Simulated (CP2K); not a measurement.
# GeH4SO (SMILES [OH][GeH2][SH]): IPEA1-xTB

What is the energy difference between two shapes of GeH4SO at IPEA1-xTB? The job is set up through an ASE script.

Program for the calculation: CP2K 2026.2.

4 further runs of the same task are left out: 1 that didn't finish, 3 set aside as unsound or not needed.

## Step 1: The system as given

GeH4SO: 7 atoms, total charge 0, spin state singlet. As SMILES, `[OH][GeH2][SH]`. Geometry: a GFN2-xTB relaxation, a rough one for these elements and not checked as a minimum. This is one conformer, not always the lowest.

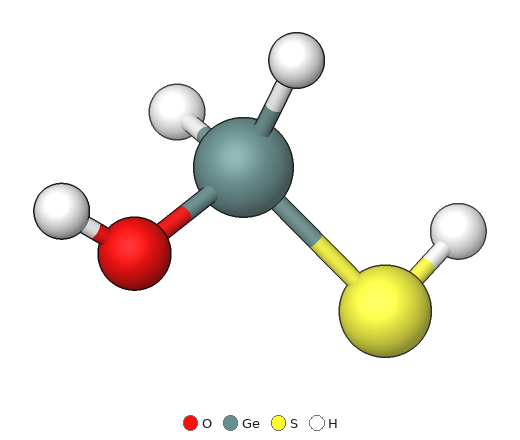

Viewed from a chosen angle; oxygen red, germanium teal, sulfur yellow, hydrogen white.

## Step 2: Energy and gradient at IPEA1-xTB

Input file molecule.xyz:

```xyz
7

O     -1.523940    -0.657010    -0.024210
Ge    -0.046870     0.252320    -0.102360
S      1.421980    -1.165360     0.682530
H     -2.334200    -0.248360    -0.317750
H      0.219130     0.647510    -1.544690
H     -0.184780     1.501920     0.750120
H      2.448680    -0.331030     0.556350
```

Input file run.py:

```python
import numpy as np
from ase.io import read
from ase.calculators.cp2k import CP2K

atoms = read("molecule.xyz")
atoms.set_cell([16.8, 14.7, 14.3])
atoms.center()
cp2k_input = """
&FORCE_EVAL
  METHOD QUICKSTEP
  &DFT
    CHARGE 0
    MULTIPLICITY 1
    &QS
      METHOD XTB
      EPS_DEFAULT 1.0E-10
      &XTB
        GFN_TYPE TBLITE
        &TBLITE
          METHOD IPEA1
        &END TBLITE
        CHECK_ATOMIC_CHARGES F
      &END XTB
    &END QS
    &POISSON
      PERIODIC NONE
      POISSON_SOLVER ANALYTIC
    &END POISSON
    &SCF
      SCF_GUESS ATOMIC
      EPS_SCF 1.0E-07
      MAX_SCF 150
      ADDED_MOS 4
      &DIAGONALIZATION
        ALGORITHM STANDARD
      &END DIAGONALIZATION
      &MIXING
        METHOD DIRECT_P_MIXING
        ALPHA 0.4
      &END MIXING
    &END SCF
    &PRINT
      &MOMENTS
        PERIODIC F
        REFERENCE COM
        MAX_MOMENT 1
      &END MOMENTS
      &MO ON
        ENERGIES T
        OCCUPATION_NUMBERS T
        NDIGITS 6
        &EACH
          QS_SCF 0
        &END EACH
        ADD_LAST NUMERIC
      &END MO
      &HIRSHFELD OFF
      &END HIRSHFELD
    &END PRINT
  &END DFT
  &SUBSYS
  &END SUBSYS
&END FORCE_EVAL
"""
calc = CP2K(command="cp2k.psmp -s", label="qs", inp=cp2k_input, basis_set=None, basis_set_file=None, potential_file=None, pseudo_potential=None, xc=None, cutoff=None, max_scf=None, charge=None, uks=False,
            force_eval_method=None, print_level="LOW", poisson_solver=None, stress_tensor=False)
atoms.calc = calc
e = atoms.get_potential_energy()
f = atoms.get_forces()
print(f"energy = {e:.6f} eV")
print("forces (eV/angstrom):")
for s, v in zip(atoms.get_chemical_symbols(), f):
    print(f"{s:2s} {v[0]:10.5f} {v[1]:10.5f} {v[2]:10.5f}")
```

The run is started by

```
$ OMP_NUM_THREADS=1 python run.py
```

Output:

```text
energy = -354.916882 eV
forces (eV/angstrom):
O    -0.20503   -0.96818    0.32434
Ge    0.50926    0.75004   -0.19212
S    -0.21544    0.57448   -0.24852
H    -0.39719    0.22441   -0.15324
H     0.12789    0.05514    0.73418
H     0.34904   -0.41291   -0.51655
H    -0.16855   -0.22298    0.05192
```

qs.out, shortened:

```text
CP2K| version string:                                       CP2K version 2026.2
[...]
 GLOBAL| Method name                                                        CP2K
[...]
 GLOBAL| Run type                                                   ENERGY_FORCE
[...]
 *** WARNING in qs_kind_types.F:2330 :: Information provided in the input ***
 *** file regarding BASIS for KIND <O> will be ignored!                   ***
 *** WARNING in qs_kind_types.F:2330 :: Information provided in the input ***
 *** file regarding BASIS for KIND <Ge> will be ignored!                  ***
 *** WARNING in qs_kind_types.F:2330 :: Information provided in the input ***
 *** file regarding BASIS for KIND <S> will be ignored!                   ***
 *** WARNING in qs_kind_types.F:2330 :: Information provided in the input ***
 *** file regarding BASIS for KIND <H> will be ignored!                   ***
[...]
                             - Atoms:                                          7
[...]
                             - Spherical basis functions:                     31
[...]
 Number of electrons:                                                         20
[...]
  *** SCF run converged in    15 steps ***
[...]
  Fermi energy:                                                -0.27911904450277
[...]
 TB_DIPOLE| Moment [Debye]          1.00733447       0.64757080      -0.05964610
 TB_DIPOLE| Derivative [a.u.]       0.00000000       0.00000000       0.00000000
[...]
 ENERGY| Total FORCE_EVAL ( QS ) energy [hartree]            -13.042955982800290
[...]
```

Wall time 1.5 s (1 thread of Intel Xeon 6975P-C (Granite Rapids), shared host); peak memory 0.19 GiB.

## Step 3: The distorted shape, same level

Input file molecule.xyz:

```xyz
7

O     -1.522888    -0.742360    -0.070706
Ge     0.046926     0.324827    -0.041947
S      1.425013    -1.178448     0.557906
H     -2.295142    -0.159179    -0.281318
H      0.200277     0.570387    -1.748317
H     -0.333430     1.604128     0.601472
H      2.315994    -0.196483     0.583705
```

Input file cp2k_ase.py:

```python
import numpy as np
from ase.io import read
from ase.calculators.cp2k import CP2K

atoms = read("molecule.xyz")
atoms.set_cell([16.6, 14.8, 14.3])
atoms.center()
template = """
&FORCE_EVAL
 METHOD QS
 &DFT
  &QS
   METHOD XTB
   EPS_DEFAULT 1.0E-10
   &XTB
    GFN_TYPE TBLITE
    &TBLITE
     METHOD IPEA1
    &END TBLITE
    CHECK_ATOMIC_CHARGES F
   &END XTB
  &END QS
  &POISSON
   PERIODIC NONE
   POISSON_SOLVER ANALYTIC
  &END POISSON
  &SCF
   SCF_GUESS ATOMIC
   EPS_SCF 1.0E-07
   MAX_SCF 150
   ADDED_MOS 4
   &DIAGONALIZATION
    ALGORITHM STANDARD
   &END DIAGONALIZATION
   &MIXING
    METHOD DIRECT_P_MIXING
    ALPHA 0.4
   &END MIXING
  &END SCF
  &PRINT
   &MOMENTS
    PERIODIC F
    REFERENCE COM
    MAX_MOMENT 1
   &END MOMENTS
   &MO ON
    ENERGIES T
    OCCUPATION_NUMBERS T
    NDIGITS 6
    &EACH
     QS_SCF 0
    &END EACH
    ADD_LAST NUMERIC
   &END MO
   &HIRSHFELD OFF
   &END HIRSHFELD
  &END PRINT
 &END DFT
 &SUBSYS
 &END SUBSYS
&END FORCE_EVAL
"""
calc = CP2K(command="cp2k.psmp -s", label="qs", inp=template, basis_set=None, basis_set_file=None, potential_file=None, pseudo_potential=None, xc=None, cutoff=None, max_scf=None, charge=None, uks=False,
            force_eval_method=None, print_level="LOW", poisson_solver=None, stress_tensor=False)
atoms.calc = calc
print("E / eV:", round(atoms.get_potential_energy(), 6))
forces = atoms.get_forces()
print(np.array2string(forces, precision=5, suppress_small=True))
print("largest force / (eV/A): %.4f" % np.linalg.norm(forces, axis=1).max())
```

The run is started by

```
$ OMP_NUM_THREADS=1 python cp2k_ase.py
```

Output:

```text
E / eV: -354.038131
[[ 0.27573  1.86122  0.02467]
 [-2.46541 -0.85552 -4.09262]
 [ 0.54076  0.39519  0.43373]
 [ 0.83545 -0.9616   0.25845]
 [-0.00714  0.07063  3.27274]
 [ 0.54216 -0.11563  0.01422]
 [ 0.27845 -0.39428  0.08881]]
largest force / (eV/A): 4.8538
```

qs.out, shortened:

```text
CP2K| version string:                                       CP2K version 2026.2
[...]
 GLOBAL| Method name                                                        CP2K
[...]
 GLOBAL| Run type                                                   ENERGY_FORCE
[...]
 *** WARNING in qs_kind_types.F:2330 :: Information provided in the input ***
 *** file regarding BASIS for KIND <O> will be ignored!                   ***
 *** WARNING in qs_kind_types.F:2330 :: Information provided in the input ***
 *** file regarding BASIS for KIND <Ge> will be ignored!                  ***
 *** WARNING in qs_kind_types.F:2330 :: Information provided in the input ***
 *** file regarding BASIS for KIND <S> will be ignored!                   ***
 *** WARNING in qs_kind_types.F:2330 :: Information provided in the input ***
 *** file regarding BASIS for KIND <H> will be ignored!                   ***
[...]
                             - Atoms:                                          7
[...]
                             - Spherical basis functions:                     31
[...]
 Number of electrons:                                                         20
[...]
  *** SCF run converged in    17 steps ***
[...]
  Fermi energy:                                                -0.28504316166464
[...]
 TB_DIPOLE| Moment [Debye]          1.54130376       1.03526914       0.48374177
 TB_DIPOLE| Derivative [a.u.]       0.00000000       0.00000000       0.00000000
[...]
 ENERGY| Total FORCE_EVAL ( QS ) energy [hartree]            -13.010662482070128
[...]
```

It took 1.6 s on 1 thread of Intel Xeon 6975P-C (Granite Rapids), shared host; peak memory 0.19 GiB.

## Step 4: Outcome

Level: IPEA1-xTB.

```
                                                  quantity         value
                                 first shape: total energy  -13.04296 Eh
    first shape: dipole moment (from atomic charges alone)        1.20 D
                                  first shape: HOMO energy     -12.49 eV
                                  first shape: LUMO energy      -6.70 eV
                                first shape: HOMO–LUMO gap       5.79 eV
                             distorted shape: total energy  -13.01066 Eh
distorted shape: dipole moment (from atomic charges alone)        1.92 D
                              distorted shape: HOMO energy     -12.54 eV
                              distorted shape: LUMO energy      -6.86 eV
                            distorted shape: HOMO–LUMO gap       5.68 eV
                    energy change with the atoms displaced      0.879 eV
```

In words: With the atoms displaced the energy rises by 0.88 eV (84.8 kJ/mol). The first shape isn't relaxed at this level, so the change isn't measured from a minimum. The dipole (first shape) comes from point charges on the atoms alone, without atomic dipoles, so it is partial. The dipole (distorted shape) comes from point charges on the atoms alone, without atomic dipoles, so it is partial.
